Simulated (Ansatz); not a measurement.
# Lattice dynamics of Ta2CF2 monolayer, part 2 of 2

Wanted: phonon frequencies of Ta2CF2 monolayer and what follows from them.

Ansatz 0.2.0; DFT PBE, scalar-relativistic, plane waves, PAW; PAW set soft_1.

So far. Step 4 (Relaxing to small forces for the phonons): The largest force component left is 0.22 meV/Å, within the tolerances set.

### Step 5. Modes at Γ

The zone centre comes first: it holds the modes that light can see, as far as symmetry allows. No field response is asked, since the mesh shows no gap.

input.yaml

```yaml
crystal:
  lattice:
    - [3.2057835833, 0.0, 0.0]
    - [-1.6028917917, 2.7762900222, 0.0]
    - [0.0, 0.0, 33.2]
  atoms:
    - { symbol: C, position: [0.0, 0.0, 0.3012048193] }
    - { symbol: Ta, position: [0.3333333333, 0.6666666667, 0.3339935188] }
    - { symbol: Ta, position: [0.6666666667, 0.3333333333, 0.2684161197] }
    - { symbol: F, position: [0.6666666667, 0.3333333333, 0.3761822113] }
    - { symbol: F, position: [0.3333333333, 0.6666666667, 0.2262274272] }
  periodic: [true, true, false]
kpoints:
  mp_grid: { grid: [12, 12, 1] }
hamiltonian:
  xc: pbe
  pseudopotentials: { kind: paw, azcp: { folder: soft_1 } }
scf:
  occupations: { method: methfessel_paxton, width: 0.2 }
output:
  eigenvalues: true
phonons:
  method: dfpt
```

On the command line:

```
$ ansatz run input.yaml --threads 4 --pin off --max-ram 16384MiB --backend cpu --events-out ev --progress --plain --runs-dir out
```

Numbers of over 12 decimals in the logs are rounded to 6 here.

The program printed:

```text
Warning: crystal.symmetry: narrowed to the stabiliser of the run's FFT grids — unitary ops 12 → 6. A phonons.method: dfpt run fills in the rows of the dynamical matrix that it does not solve by its symmetry operations, which is exact only for operations that map its FFT grids onto themselves: filled in by any other, the frequencies could depend on the order in which like atoms are typed, or, by more than the grids' own error, on where the crystal sits among the grids' points. Excluded: 6 operations. The run can therefore solve more perturbations, solve them on more k-points, or both, and cost more. [rest of the remark cut]
[...]
Crystal: 5 atoms, lattice volume = 295.486 Å³
Basis set: ecut = 420 eV, 5847 PW (Γ), exchange–correlation on 48×48×450 points (8 copies of the dense FFT grid, shifted against one another)
Bands: 27, of which v1, the nominal top of the filled ones, is band 22 counted from 1 (21 counted from 0)
Symmetry: 12 space group operations
k-points: 43 of 144 (irreducible under 2 space group operations, time reversal used)
[...]
SCF iter   1: F=—  HF=-21741.039159 eV  |F-HF|=—  |Δ(HF+E_count)|=         —  Δρ=5.78e-2  dr2=1.71e1  ethr=3.10e-3  ⟨swp⟩=10.7  Hψ=8018  notcnv=0
[...]
SCF iter  12: F=-21736.436297 eV  HF=-21736.436297 eV  |F-HF|=6.55e-11  |Δ(HF+E_count)|=  7.82e-10  S|Δr|=    0.00e0  Δρ=2.22e-8  dr2=9.85e-13  ethr=1.00e-12  ⟨swp⟩=19.0  Hψ=11270  notcnv=0
SCF 1 converged in 12 iterations: F = -21736.436297 eV  dr2 = 9.85e-13
[...]
DFPT response loops at Γ: preconditioner auto → none (partly filled bands, converged f_vac=0.776); β = 0.50; Broyden in place of MSR1
SCF converged after 12 iterations
[...]
Free energy (F): -21736.436297 eV
[...]
Internal energy: -21736.435320 eV  (E = F + TS)
E sigma→0 (E₀):  -21736.436053 eV
Entropy (-TS):   -0.000978 eV (-0.196 meV/atom)
Fermi energy:    -3.802691 eV
[...]
--- Band table (eV; the first three rows and the last of 43) ---
  k-point 0: bands = [... 18 lower, -8.9745, -8.9745, -5.5773, -5.5773, -4.3416, -3.2711, -2.4820, -2.4820, ... 1 higher]
  k-point 1: bands = [... 18 lower, -9.1847, -9.0063, -5.8088, -5.4190, -4.3077, -2.9588, -2.7084, -2.5271, ... 1 higher]
  k-point 2: bands = [... 18 lower, -9.4903, -9.0568, -6.3080, -4.9704, -4.2447, -3.0777, -2.5608, -2.3806, ... 1 higher]
  k-point 42: bands = [... 18 lower, -9.7141, -8.9469, -5.7314, -5.4553, -2.5155, -2.2615, -1.8119, -0.9275, ... 1 higher]
--- Phonons (Γ-DFPT): 10 representative perturbations + reference, on 43 of 144 k-points (Σ response iterations 52) ---
  ASR residual: 4.414e-5 → 0.000e0 eV/Å²; symmetrization residual: 2.925e-5 eV/Å²
  The last average, over the group as it would stand without the narrowing to the FFT grids, took up to 5.314e-6 eV/Å² of the zone centre's force constants
  ASR residual per site (eV/Å²): 4.41e-5 1.34e-5 1.56e-5 1.91e-5 1.51e-5
  Γ frequencies (cm⁻¹): 0.00 0.00 0.00 145.42 145.42 171.85 171.85 189.56 189.56 205.40 382.38 410.69 563.99 762.29 762.29
  non-analytic LO–TO correction: not included (Born effective charges unavailable; polar crystals: no LO–TO splitting at Γ)
```

Elapsed: 2.4 min, on 4 threads of Arm Neoverse V1, shared host; peak memory 1.5 GiB; 9.4 min of CPU time.

This step gave:

```yaml
sum_rule_residual_before_enforcement: 4.41e-5 eV/Å²
point_group: -3m
highest_optical_mode_at_the_zone_centre_no_lo_to_term: 762.3 cm⁻¹
lowest_optical_zone_centre_mode: 145.4 cm⁻¹
```

Patterns of degenerate modes are one choice out of their space. Modes at Γ, with each element's share of the kinetic energy:

```csv
mode,frequency (cm⁻¹),symmetry,C %,Ta %,F %
1,0.0,acoustic,3,88,9
2,0.0,acoustic,3,88,9
3,0.0,acoustic,3,88,9
4,145.4,Eg,0,93,7
5,145.4,Eg,0,93,7
6,171.8,Eu,0,9,91
7,171.8,Eu,0,9,91
8,189.6,Eg,0,7,93
9,189.6,Eg,0,7,93
10,205.4,A1g,0,80,20
11,382.4,A2u,0,10,90
12,410.7,A1g,0,20,80
13,564.0,A2u,97,2,1
14,762.3,Eu,97,3,0
15,762.3,Eu,97,3,0
```

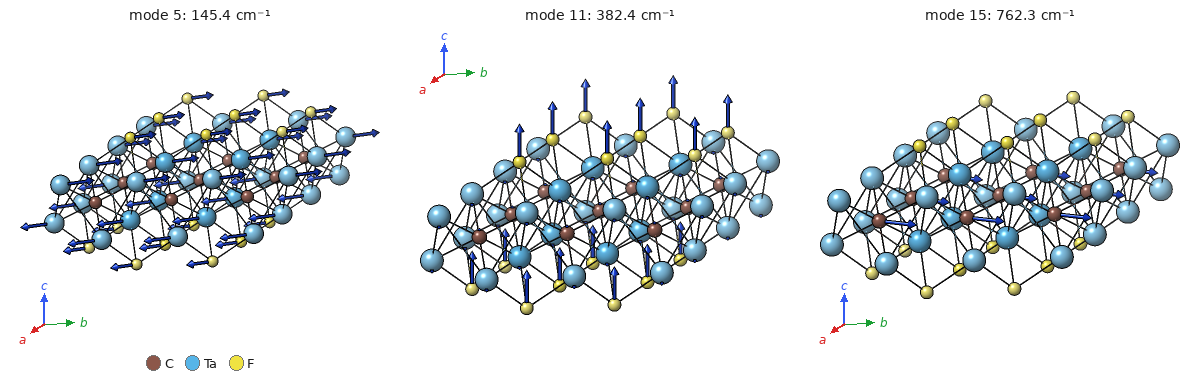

Displacement patterns of modes 5, 11 and 15 at Γ; arrows are exaggerated. 2×2×1 cells are drawn. Some periodic images of atoms are drawn too.

Before it was imposed, the acoustic sum rule was missed by 4.4e-5 eV/Å². Small misses are needed for a sound result but don't prove that mesh and cutoff are converged. The lowest optical mode is real, 145 cm⁻¹.

### Step 6. Response at finite wavevector

Stability and thermal properties need the whole zone. Linear response on a 6×6×1 q mesh gives force constants as far as a supercell of that size would.

Changes to input.yaml since step 5:

```diff
@@ -23 +23,10 @@
   method: dfpt
+  qmesh: [6, 6, 1]
+  temperatures: { t_max: 1000, t_step: 50 }
+  qpath:
+    path:
+      - [0.0, 0.0, 0.0]
+      - [0.5, 0.0, 0.0]
+      - [0.33333333, 0.33333333, 0.0]
+      - [0.0, 0.0, 0.0]
+    npoints: 10
```

The program printed:

```text
[...]
Crystal: 5 atoms, lattice volume = 295.486 Å³
Basis set: ecut = 420 eV, 5847 PW (Γ), exchange–correlation on 48×48×450 points (8 copies of the dense FFT grid, shifted against one another)
Bands: 27, of which v1, the nominal top of the filled ones, is band 22 counted from 1 (21 counted from 0)
Symmetry: 12 space group operations
k-points: 19 of 144 (irreducible under 6 space group operations, time reversal used)
[...]
SCF iter   1: F=—  HF=-21741.040295 eV  |F-HF|=—  |Δ(HF+E_count)|=         —  Δρ=5.78e-2  dr2=1.71e1  ethr=3.10e-3  ⟨swp⟩=10.9  Hψ=3584  notcnv=0
[...]
SCF iter  12: F=-21736.436297 eV  HF=-21736.436297 eV  |F-HF|=9.82e-11  |Δ(HF+E_count)|=  2.69e-10  S|Δr|=    0.00e0  Δρ=2.33e-8  dr2=1.09e-12  ethr=1.00e-12  ⟨swp⟩=18.5  Hψ=4995  notcnv=0
SCF 1 converged in 12 iterations: F = -21736.436297 eV  dr2 = 1.09e-12
[...]
phonons: the bands overlap, so this run is a metal and interpolates without the dipole-dipole term. If the crystal is really an insulator or semiconductor, its LO-TO splitting is missing
NSCF: frozen V_eff on 19 k-points
WARN: eigensolver did not converge (k=0): 1 band(s) unlocked after 2 eigensolves, warm-restarted (20 sweeps on the last) at ethr=1.62e-12 eV (storage-precision floor; scheduled 1.00e-12 eV) (lowest unlocked band 26, counted from 0; max residual 4.10e-5 eV among the unlocked bands, 4.10e-5 eV over every band; other slots of this pass that fall short are told together in one closing line; warning suppressed until the next SCF loop or pass starts)
WARN: eigensolver did not converge in 5 slots of this pass, the one above among them; of largest residual over every band (k=4): 1 band(s) unlocked (lowest unlocked band 26, counted from 0; max residual 3.12e-4 eV among the unlocked bands, 3.12e-4 eV over every band); of lowest unlocked band (k=0): band 26
[...]
DFPT response loops at q = (0, 0, 0) (fractional): preconditioner auto → none (partly filled bands, converged f_vac=0.776); β = 0.50; Broyden in place of MSR1
[...]
SCF converged after 12 iterations
[...]
Free energy (F): -21736.436297 eV
[...]
Internal energy: -21736.435320 eV  (E = F + TS)
E sigma→0 (E₀):  -21736.436053 eV
Entropy (-TS):   -0.000978 eV (-0.196 meV/atom)
Fermi energy:    -3.802691 eV
[...]
--- Band table (eV; the first three rows and the last of 19) ---
  k-point 0: bands = [... 18 lower, -8.9745, -8.9745, -5.5773, -5.5773, -4.3416, -3.2711, -2.4820, -2.4820, ... 1 higher]
  k-point 1: bands = [... 18 lower, -9.1847, -9.0063, -5.8088, -5.4190, -4.3077, -2.9588, -2.7084, -2.5271, ... 1 higher]
  k-point 2: bands = [... 18 lower, -9.4903, -9.0568, -6.3080, -4.9704, -4.2447, -3.0777, -2.5608, -2.3806, ... 1 higher]
  k-point 18: bands = [... 18 lower, -9.9380, -8.8431, -4.9906, -4.5067, -4.5067, -1.7728, -1.7282, -1.7282, ... 1 higher]
--- Phonons (Γ-DFPT): 10 representative perturbations + reference (Σ response iterations 52) ---
  ASR residual: 5.391e-5 → 0.000e0 eV/Å²; symmetrization residual: 6.746e-6 eV/Å²
[...]
ASR residual per site (eV/Å²): 5.39e-5 1.39e-5 9.22e-6 1.87e-5 1.78e-5
[...]
--- Phonons (arbitrary-q DFPT): 7 irreducible q on the 6×6×1 mesh ---
  q = [0.0000, 0.0000, 0.0000] (star 1, of the zone-centre solve; hermiticity 4.55e-7, symmetrization 3.38e-11, taken by the last average 1.60e-7): -0.00 0.00 0.00 145.42 145.42 171.85 171.85 189.56 189.56 205.40 382.38 410.69 563.99 762.29 762.29
  q = [0.0000, 0.1667, 0.0000] (star 6, 15 solved perturbations on 78 of 144 k-point pairs; hermiticity 4.83e-7, symmetrization 1.03e-10, taken by the last average 3.96e-7): 29.65 46.31 75.20 136.65 138.84 176.09 183.94 188.42 191.06 201.25 360.13 369.50 571.43 760.35 760.39
[...]
q = [0.1667, 0.1667, 0.0000] (star 6, 10 solved perturbations in 1110 linear systems a pass and spin channel, the states on 144 of 144 k-point pairs; hermiticity 6.87e-7, symmetrization 1.96e-10, taken by the last average 2.78e-7): 36.04 68.97 96.17 116.95 142.04 176.24 178.67 187.70 193.60 207.71 337.04 344.24 584.86 746.92 762.09
[...]
sum rule: each row above includes the acoustic sum rule's correction from the zone centre's row sums; it moved no ω² by more than (1.10 cm⁻¹)²
  mesh force constants: q→R imaginary residual 2.89e-18; ASR residual 5.391e-5 → 0.000e0 eV/Å²; symmetrization residual 1.776e-14 eV/Å²
  interpolated dispersion: 31 rows × 15 modes
  density of states and harmonic sums: on the 24×24×1 q-mesh, interpolated from the force constants of a 6×6×1 supercell (no non-analytic term)
  largest difference from the sums on the solved wave vectors: F 2.56e-2 eV, S 3.27e-5 and C_V 7.24e-6 eV/K
  zero-point energy: 0.258459 eV/cell   skipped modes (ω ≤ 0): 36, of them read as no rigid motion or as one in doubt: 33 (5.781e-1 modes/cell left out, lowest -63.11 cm⁻¹)   left out of the sums: 3.89e-2 of the cell's modes: C_V's classical limit lies that fraction below 3 k_B per atom; for a crystal, a wire or a layer, F and S can be off by more, and a phonons.interpolated_qmesh denser along its periods is the remedy for the sampling
```

The job ended after 34 min (4 threads; peak memory 2.9 GiB; 2.2 h of CPU time).

This step gave:

| Quantity | Value |
| --- | --- |
| sum-rule residual before enforcement | 5.39e-5 eV/Å² |
| lowest frequency on the path | -63.11 cm⁻¹ |
| highest frequency on the path or at a solved wavevector | 762.6 cm⁻¹ |
| lowest mode on the q mesh (acoustic modes at Γ apart) | -63.11 cm⁻¹ |

Frequencies (cm⁻¹) solved at each irreducible wavevector; negative means imaginary. Frequencies by wavevector, by row:

```csv
q in reciprocal lattice units,star,mode 1,mode 2,mode 3,mode 4,mode 13,mode 14,mode 15
0 0 0,1,0,0,0,145.4,564,762.3,762.3
0 0.1667 0,6,29.6,46.3,75.2,136.7,571.4,760.4,760.4
0 0.3333 0,6,17.6,59.5,101.7,120.3,590.9,741.4,758.2
0 -0.5 0,3,-63.1,72.2,129.6,136.7,601.7,740.2,753.4
0.1667 0.1667 0,6,36,69,96.2,117,584.9,746.9,762.1
0.1667 0.3333 0,12,-48.1,77.3,122.8,133,599,741.9,757.2
0.3333 0.3333 0,2,49.3,96.9,96.9,148.5,605.4,756.8,756.8
```

Interpolated from a 6×6×1 q mesh. The phonon branches at the labelled points (cm⁻¹):

```csv
point,branch 1,branch 2,branch 3,branch 4,branch 12,branch 13,branch 14,branch 15
Γ,0,0,0,145,411,564,762,762
M,-63,72,130,137,338,602,740,753
K,49,97,97,148,320,605,757,757
Γ,0,0,0,145,411,564,762,762
```

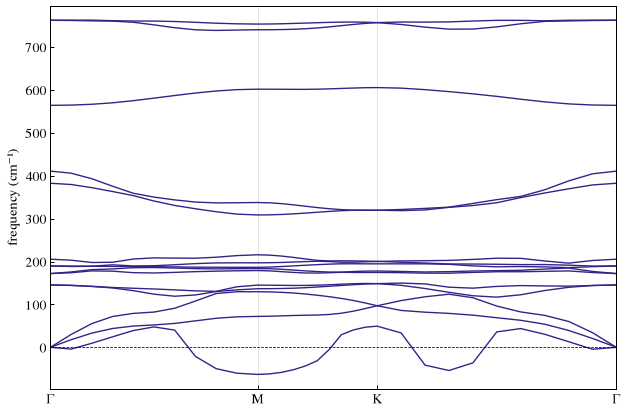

Phonon branches along the path.

The phonon density of states has structure finer than the step of the table below, so its rows give means over 50 cm⁻¹, whole bins alone (the curve runs from -65 to 765 cm⁻¹). Peaks (cm⁻¹: height): 75.0: 0.0507, 135.0: 0.0839, 175.0: 0.147, 325.0: 0.0505, 595.0: 0.0345, 755.0: 0.0826.

Tetrahedra on a 24×24×1 mesh, mean over bins of 10 cm-1. Interpolated from a 6×6×1 q mesh. Phonon density of states against wavenumber; means over each step:

```csv
wavenumber (cm⁻¹),phonon density of states (1/cm⁻¹/cell)
0,0.00533
50,0.0216
100,0.0264
150,0.0522
200,0.0853
250,0
300,0.0127
350,0.0252
400,0.00217
450,0
500,0
550,0.00298
600,0.0170
650,0
```

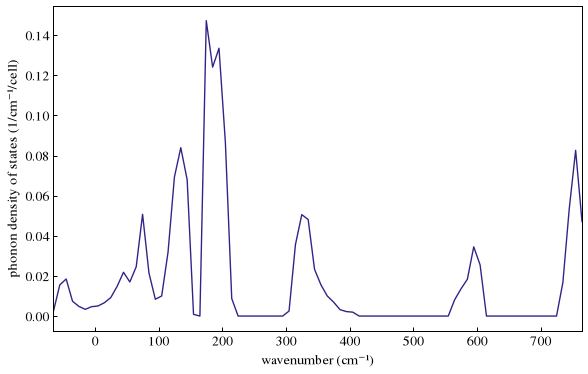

Phonon density of states against wavenumber.

The partial phonon density of states has structure finer than the step of the table below, so its rows give means over 50 cm⁻¹, whole bins alone (the curve runs from -72.5 to 796 cm⁻¹). Peaks (cm⁻¹: height): C 598.9: 0.0312, 757.2: 0.0755; F 184.1: 0.108, 326.0: 0.0448; Ta -50.7: 0.0158, 74.9: 0.0365, 134.9: 0.0750, 195.0: 0.0312.

Phonopy on the run's constants, 21x21x1 mesh, Gaussian sigma 6.2 cm-1. Interpolated from a 6×6×1 q mesh. The partial phonon density of states by wavenumber; means over each step; values in 1/cm⁻¹/cell:

```csv
wavenumber (cm⁻¹),C,F,Ta
0,2.7e-4,3.7e-4,0.00414
50,9.1e-4,0.00189,0.0192
100,6.4e-4,0.00199,0.0245
150,2.6e-4,0.0135,0.0384
200,9.6e-5,0.0651,0.0193
250,0,9.5e-5,4.9e-5
300,9.8e-6,0.0119,9.7e-4
350,1.3e-5,0.0223,0.00259
400,5.7e-7,0.00190,3.6e-4
450,0,9.4e-7,4.7e-7
500,0,0,0
550,0.00296,3.1e-5,1.1e-4
600,0.0156,2.2e-4,0.00109
650,3.1e-6,0,2.4e-7
700,1.2e-4,1.5e-7,3.7e-6
750,0.0381,1.5e-4,0.00136
```

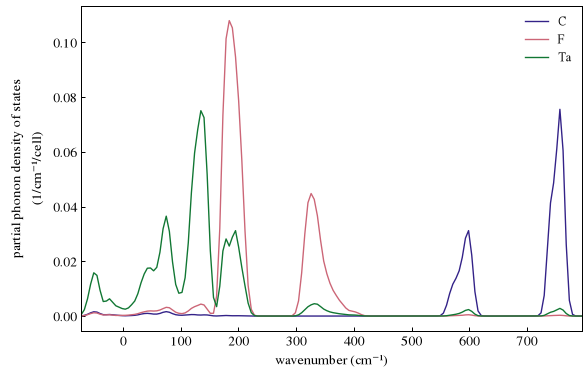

Partial phonon density of states against wavenumber.

Symmetry leaves 7 wavevectors to solve. The lowest mode among them, the acoustic zeros apart, lies at q = (0, -0.5, 0) and is imaginary, 63.1i cm⁻¹, so the energy falls along it.

### Step 7. Another isotope

An isotope changes the mass and not the force constants, so no new electronic calculation is needed; the shifts show which modes move this element.

The same force constants with the mass of C changed from 12.011 to 13.003 u (phonopy, no LO-TO term). Both lists are sorted by frequency; levels can cross, so a row need not hold one and the same mode. Modes under 3 cm⁻¹ are left out. Isotope shifts, by row, the first 40 of 57 rows:

```csv
q,rank,natural mass (cm⁻¹),changed mass (cm⁻¹)
0 0 0,4,145.4,145.4
0 0 0,5,145.4,145.4
0 0 0,6,171.8,171.8
0 0 0,7,171.8,171.8
0 0 0,8,189.6,189.6
0 0 0,9,189.6,189.6
0 0 0,10,205.4,205.4
0 0 0,11,382.4,382.3
0 0 0,12,410.7,410.7
0 0 0,13,564,542.8
0 0 0,14,762.3,733.5
0 0 0,15,762.3,733.5
0 0.1667 0,1,29.65,29.6
0 0.1667 0,2,46.31,46.25
0 0.1667 0,3,75.21,75.11
0 0.1667 0,4,136.7,136.6
0 0.1667 0,5,138.8,138.8
0 0.1667 0,6,176.1,176.1
0 0.1667 0,7,183.9,183.9
0 0.1667 0,8,188.4,188.4
0 0.1667 0,9,191.1,191.1
0 0.1667 0,10,201.3,201.2
0 0.1667 0,11,360.1,360.1
0 0.1667 0,12,369.5,369.5
0 0.1667 0,13,571.4,550.2
0 0.1667 0,14,760.4,731.8
0 0.1667 0,15,760.4,731.8
0 0.3333 0,1,17.61,17.56
0 0.3333 0,2,59.55,59.46
0 0.3333 0,3,101.7,101.6
0 0.3333 0,4,120.3,120.3
0 0.3333 0,5,132.3,132.3
0 0.3333 0,6,175.9,175.9
0 0.3333 0,7,183.8,183.8
0 0.3333 0,8,187.1,187.1
0 0.3333 0,9,194.3,194.3
0 0.3333 0,10,207.6,207.6
0 0.3333 0,11,325.4,325.4
0 0.3333 0,12,340,340
0 0.3333 0,13,590.9,569.6
```

A mode of this element alone would shift by -3.89 %. The highest zone-centre frequency without the field goes from 762.3 to 733.5 cm⁻¹ (-3.8 %). The product of the frequency ratios over all optical modes at Γ is 0.891; the product rule, (m/m′)^(3k/2) (M′/M)^(3/2) with k = 1 such atoms and M the mass of the cell, gives 0.891.

### Step 8. What came out

```yaml
space_group_after_relaxation_within_0p01_a: P-3m1
area_per_atom: 1.78 Å²
electronic_character: no gap on this mesh
highest_optical_mode_at_the_zone_centre_no_lo_to_term: 762 cm⁻¹
lowest_optical_zone_centre_mode: 145 cm⁻¹
lowest_mode_on_the_q_mesh_acoustic_modes_at_gamma_apart: -63.1 cm⁻¹
highest_frequency_on_the_path_or_at_a_solved_wavevector: 763 cm⁻¹
imaginary_modes_on_the_6x6x1_q_mesh: yes
```

What this shows: Modes are clearly imaginary (beyond 10i cm⁻¹) at 2 of the 7 irreducible wavevectors, most at q = (0, -0.5, 0) (63.1i cm⁻¹), so this structure is not a minimum of the energy. The optical modes at Γ span 145 to 762 cm⁻¹. The highest mode in this list at Γ, 762.3 cm⁻¹, is mostly motion of C (97 % of the kinetic energy). With no gap, or one that is small against the smearing, the frequencies hang on the k mesh and the smearing, most of all near Kohn anomalies. In a sheet or slab the interpolated bending branch near Γ is rough, since the rotational sum rule isn't imposed. Spin-orbit coupling is left out, which can matter for the heavy elements here. A phonon run warned that its eigensolver left some bands unconverged in a pass. The starting cell was built on a prototype and not taken from a measurement. These are harmonic frequencies at zero temperature: anharmonic shifts, linewidths and thermal expansion are left out.

[Logs are printed without paths, hosts, clocks, repeated set-up lines and the standing remarks that a program may print on its own settings, such as how far it seeks lower states.]

[Hosts, paths, dates, database ids (printed as entryN), source tags and the programs' standing remarks are cut or masked in the printed files.]
